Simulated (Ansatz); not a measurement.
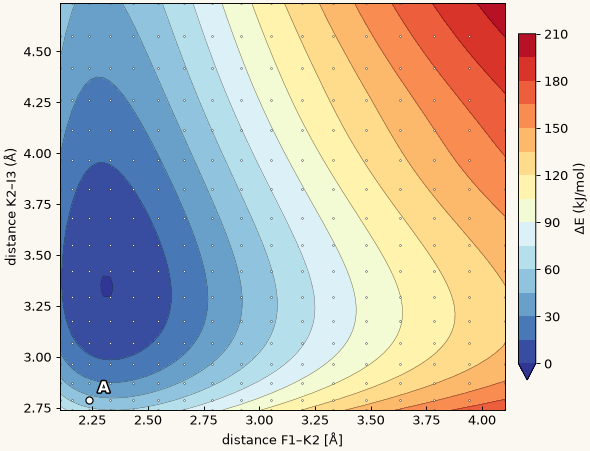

The system F⁻ + KI. 
- The first coordinate is: distance F1–K2; the second: distance K2–I3.
- Nothing is relaxed (the angle F1–K2–I3 is fixed at 140 degrees).
- The grid has 17 × 17 points.
- All energies are given in kJ/mol relative to the lowest grid point.
- Theory: RKS PBE0-D4/def2-SVPD (Ansatz).

In the figure: filled contours, dots at the grid points, the point A. Between grid points the surface is interpolated.

Which way does the force act at A, and how strong is it?

A, at distance F1–K2 = 2.238 Å, distance K2–I3 = 2.790 Å, is not a stationary point. The computed force is 65 kJ/mol for each Å towards larger values of distance F1–K2 and 240 kJ/mol for each Å towards larger values of distance K2–I3.
